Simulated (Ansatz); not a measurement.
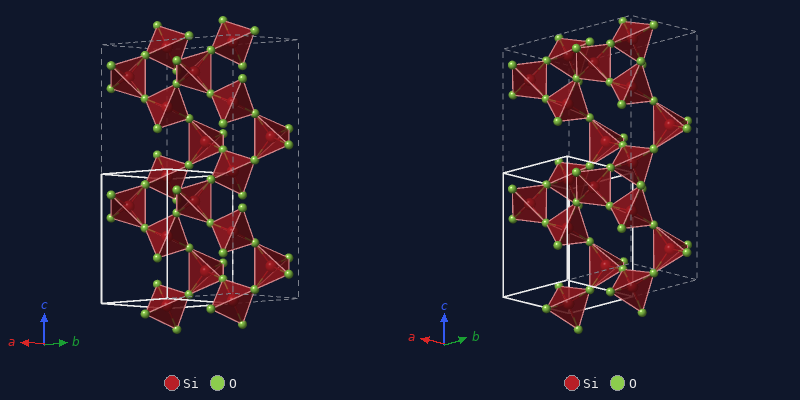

Polyhedra are drawn about Si (bonds: O–Si below 1.8 Å); other atoms are plain spheres. Two views of the same piece.

SiO₂ (space group P4_12_12, No. 92). Coordinates: coordinates from a relaxation with DFT, PBE, plane waves, PAW in Ansatz.

Sharing among the drawn polyhedra:

```tsv
site	polyhedron	corner-sharing neighbours	edge-sharing	face-sharing	bond (Å)
Si	SiO4 tetrahedron	4	0	0	1.62
```

They form a three-dimensional framework of corner-sharing tetrahedra.
